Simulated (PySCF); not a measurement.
**AuSBr: the energy surface near the minimum**

Aim: map the energy of triplet AuSBr about its B3LYP minimum, with rigid distortions.

The runs use PySCF 2.14.0; B3LYP, basis Au def2-SVP with ECP60, S def2-SVP, Br def2-SVP, scalar-relativistic core potentials, no spin–orbit coupling, density fitting.

## (1) The system as given

3 atoms, charge 0, spin multiplicity 3.

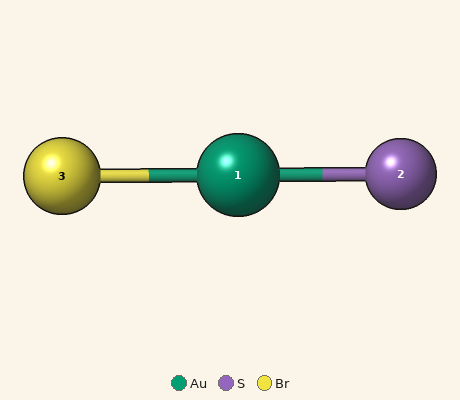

Start geometry, drawn with gold teal, sulfur purple, bromine yellow; atoms are numbered from 1 in the order of the file.

Coordinates in bohr (charge 0 multiplicity 3):
```
Au    0.0000    0.0000   -0.7276
S     0.0000    0.0000   -4.9124
Br    0.0000    0.0000    3.8026
```

## (2) Fields at the lowest minimum

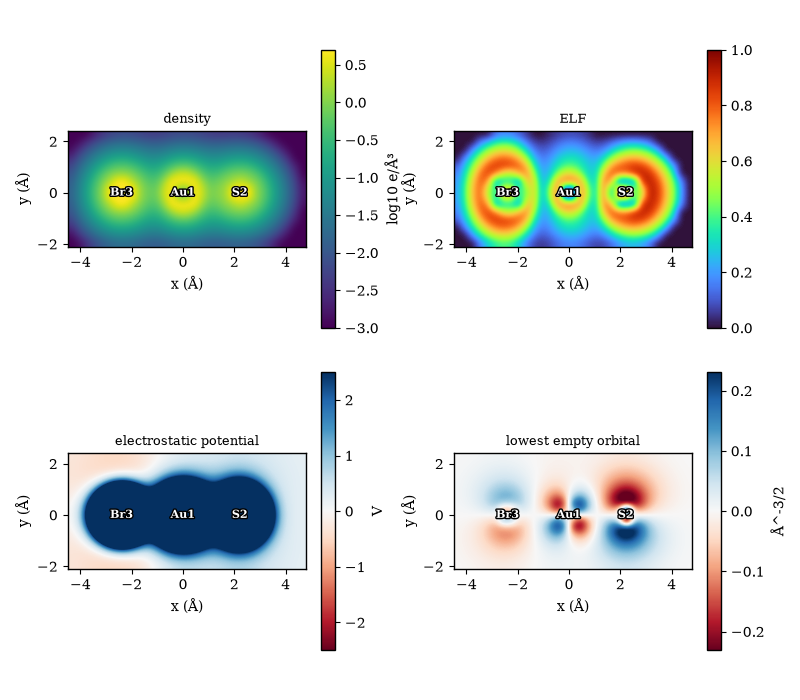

The plane holds Au1 at (0.00, 0.00), S2 at (2.21, 0.00), Br3 at (-2.40, 0.00) Å. ELF is set to 0 where the density is under 0.005 e/Å³; an orbital's overall sign is arbitrary. The potential's colours end at ±2.5 V. Electrons inside core potentials are absent.

Making the fields needed 0.9 s of wall time on 2 threads of Arm Neoverse V2, shared host.

## (3) Breathing scan

One driver script runs all scans and calls PySCF for each point, on a (75, 302) grid.

Command:

```console
$ OMP_NUM_THREADS=2 python axn.py task.json out
```

A rigid scan with B3LYP: all bonds to the central atom are scaled together. Each point starts from its neighbour's orbitals, and energies count from the minimum.

```csv
scale of all bonds to the centre,energy (kJ/mol),dipole size (D),⟨S²⟩
0.88,184.7,0.80,2.01
0.92,69.2,1.30,2.01
0.96,14.7,1.80,2.01
1.00,0.0,2.29,2.01
1.04,10.6,2.78,2.01
1.08,36.3,3.24,2.01
1.14,88.9,3.89,2.01
1.22,165.6,4.69,2.01
1.35,275.8,5.85,2.01
```

The scan took 16 s.

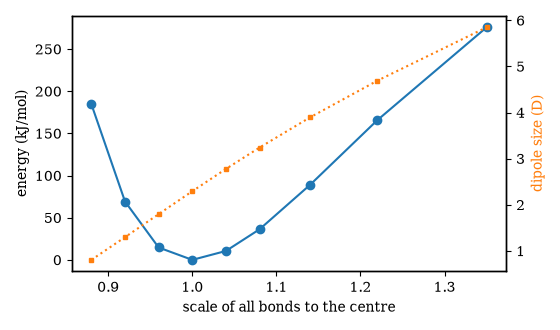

Energy (circles) and dipole moment (squares) along the scan.

## (4) Stretching one bond

A rigid scan with B3LYP: the bond from Au to the last atom (Br) is scaled and the rest held.

```csv
scale of one bond,energy (kJ/mol),dipole size (D),⟨S²⟩
0.92,31.2,1.53,2.01
0.96,6.7,1.92,2.01
1.00,0.0,2.29,2.01
1.05,7.6,2.73,2.01
1.12,34.7,3.29,2.01
1.20,75.2,3.77,2.01
1.35,149.4,4.21,2.01
1.55,218.6,4.17,2.01
1.80,223.3,0.65,2.01
2.20,234.6,0.19,2.01
```

The scan took 33 s.

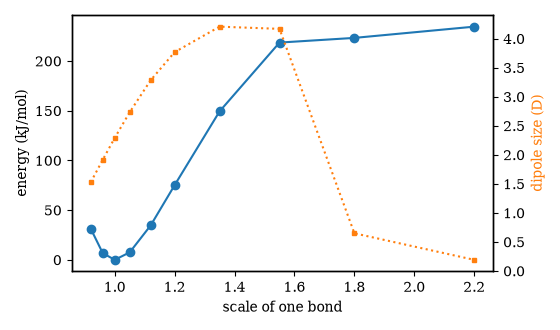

Energy (circles) and dipole moment (squares) along the scan.

## (5) Bending curve

A rigid scan with B3LYP: the S–Au–Br angle changes, with bonds held.

```csv
bond angle (°),energy (kJ/mol),dipole size (D),⟨S²⟩
80,182.3,2.30,2.01
90,150.1,2.21,2.01
100,125.1,2.05,2.01
110,102.5,1.94,2.01
120,81.1,1.93,2.01
130,60.6,2.00,2.01
140,41.4,2.11,2.01
150,24.7,2.20,2.01
160,11.4,2.26,2.01
170,2.9,2.28,2.01
180,0.0,2.30,2.01
```

The scan took 21 s.

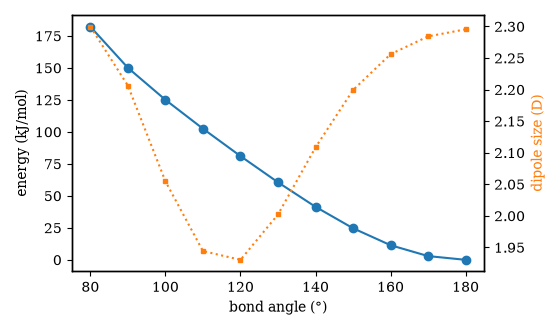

Energy (circles) and dipole moment (squares) along the scan.

## (6) What came out

| quantity | value |
| --- | --- |
| all bonds 4 % longer | 10.6 kJ/mol |
| one bond 20 % longer | 75.2 kJ/mol |

In words: Shortening all bonds by 4 % costs 14.7 kJ/mol and lengthening them 10.6: the wall is steeper on the short side. Open d and f shells are described by one determinant, and the ground state may have another occupation or spin. With an element this heavy the missing spin–orbit coupling can shift these numbers.
